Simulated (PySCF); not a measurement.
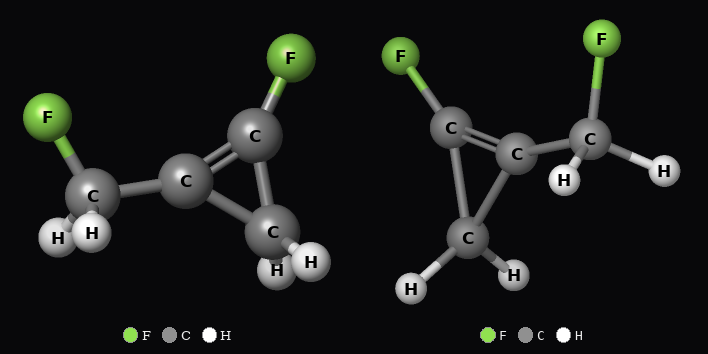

Two views of one molecule.

The computed structure is the end point of a PBE0-D3(BJ)/def2-SVP optimisation. No frequency run is at hand to confirm it as a minimum.

Description:

Formula C4H4F2. SMILES: `FCC1=C(F)C1`. Independent rings (smallest set): 1 of 3 members. Among its groups: alkene, C–F bond. Coordination, clear cases only: 1 C tetrahedral.

The parts below concern this one geometry. Atoms keep their numbers from picture to picture.

**Shape**

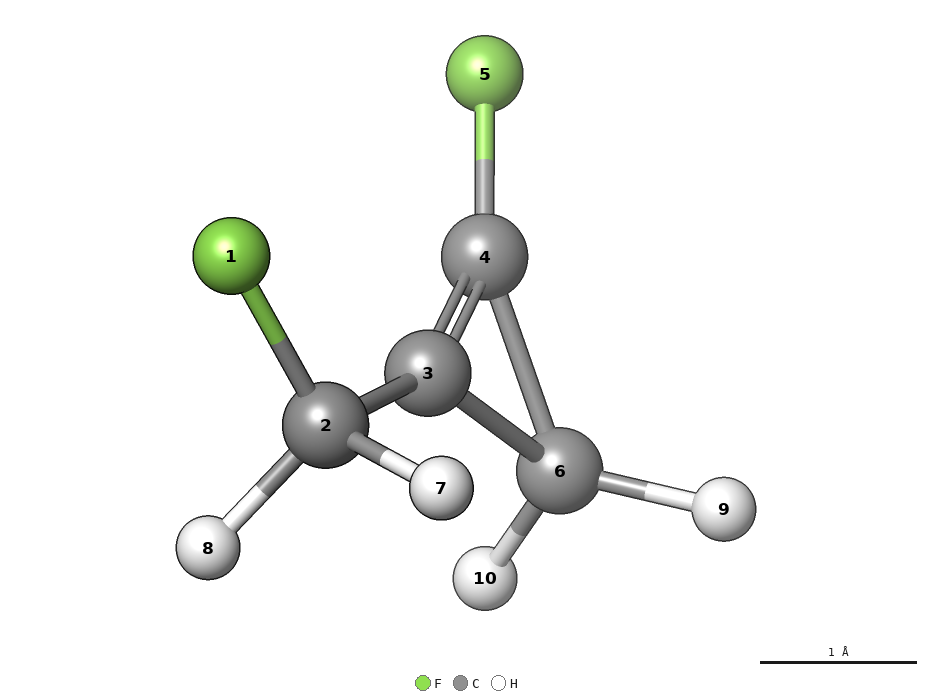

Numbered structure. No frequency run is at hand to confirm it as a minimum.

List the bonds and their lengths.

```tsv
bond	length (Å)	order
F1–C2	1.366	single
C2–C3	1.470	single
C2–H7	1.106	single
C2–H8	1.106	single
C3–C4	1.290	double
C3–C6	1.542	single
C4–F5	1.305	single
C4–C6	1.467	single
C6–H9	1.104	single
C6–H10	1.104	single
```

**NMR shielding**

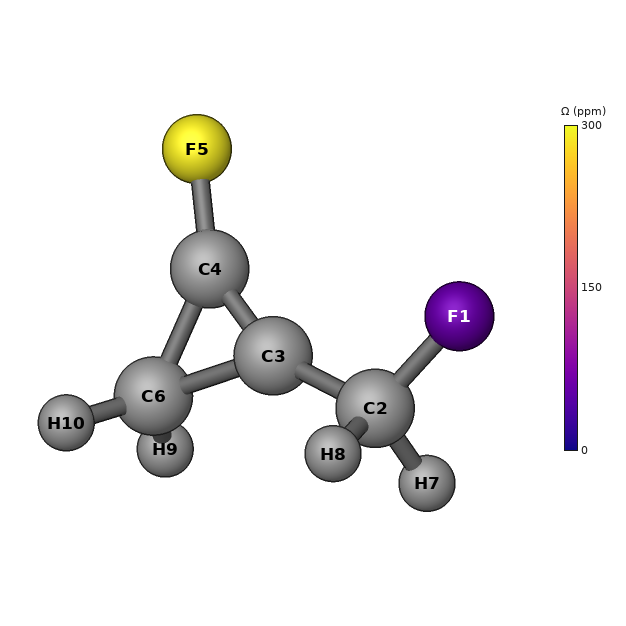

The F atoms are coloured by the span of their shielding tensor. No frequency run is at hand to confirm it as a minimum. Method: GIAO OPBE/pcSseg-2 NMR shielding, non-relativistic, gas phase (PySCF 2.14.0). Principal shieldings σ11 ≤ σ22 ≤ σ33, span Ω = σ33 − σ11, skew κ = 3(σiso − σ22)/Ω.

**Which F atom has the most anisotropic shielding?**

F5, with a span of 290 ppm.

Give the shielding tensors of the F atoms.

| atom | σ11 | σ22 | σ33 | σiso | Ω | κ |
| --- | --- | --- | --- | --- | --- | --- |
| F1 | 390.9 | 398.4 | 448.4 | 412.6 | 57.5 | 0.74 |
| F5 | 191.3 | 275.7 | 481.1 | 316.0 | 289.8 | 0.42 |

Shieldings and span in ppm.

**Electronic properties**

No frequency run is at hand to confirm it as a minimum. Level of theory: PBE/pcSseg-2, gas phase (PySCF 2.14.0).

**Estimate the dipole moment.**

2.11 D.

**Give the LUMO energy (Kohn–Sham orbital) at this level.**

−0.57 eV.

**Estimate the HOMO energy (Kohn–Sham orbital).**

−5.99 eV.

**Ring current**

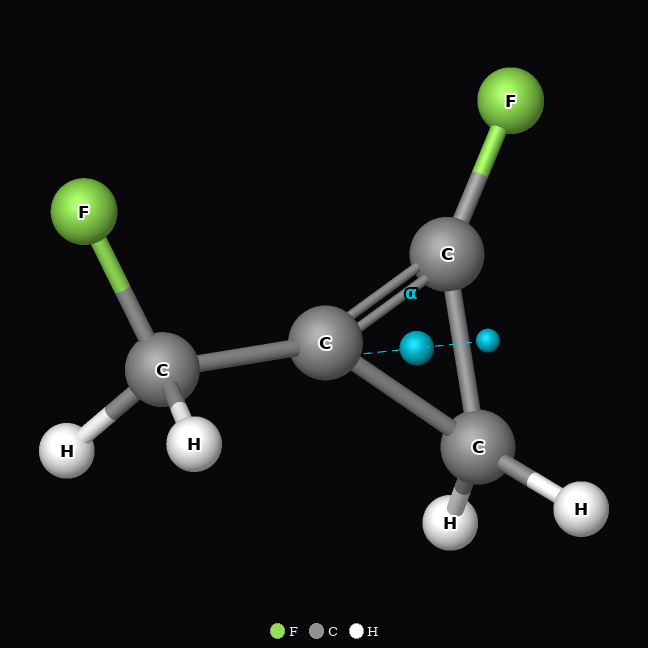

The small points mark where nucleus-independent chemical shifts (NICS) were computed: at the centre of each lettered ring and 1 Å above and below it. No frequency run is at hand to confirm it as a minimum. Level of theory: GIAO B97-D/pcSseg-2 NMR shielding, non-relativistic, gas phase (PySCF 2.14.0).

Give NICS(0), NICS(1) and the out-of-plane component NICS(1)zz for each ring (means of the two sides).

| ring | members | NICS(0) | NICS(1) | NICS(1)zz |
| --- | --- | --- | --- | --- |
| α | C3 | −32.8 | −5.1 | −10.1 |

Values in ppm.
